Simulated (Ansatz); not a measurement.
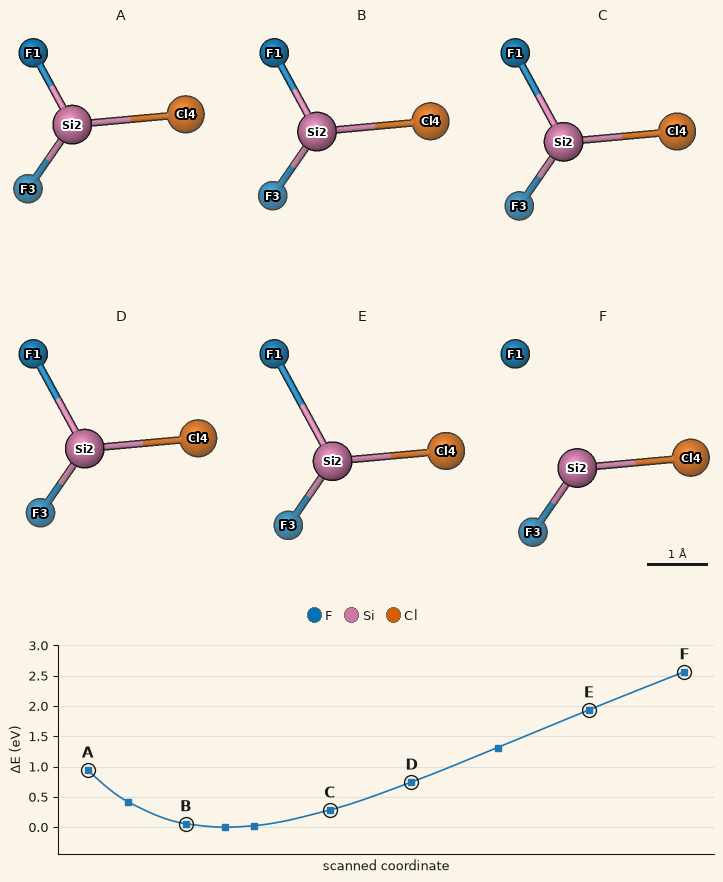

A scan of SiClF2 (multiplicity 2) along one coordinate. The picture is a ball-and-stick view, seen at a tilt.

Level of theory: CCSD(T) (def2-TZVPP, Ansatz), on geometries moved rigidly from the minimum at PBE0-D4/def2-TZVP. Coupled cluster with a frozen core. Energies are counted from the PBE0-D4/def2-TZVP minimum geometry at the same level.

### Which coordinate changes from frame to frame?

The F1–Si2 distance is varied, with the rest of the molecule carried along rigidly. In the frames the distance is 1.395 Å (A), 1.530 Å (B), 1.729 Å (C), 1.842 Å (D), 2.087 Å (E), 2.219 Å (F). The lowest computed point lies at the distance 1.585 Å (0.000 eV). The curvature at the lowest point is about 37 eV/Å² (6 mdyn/Å). The well is steeper on the short side, as for any bond.
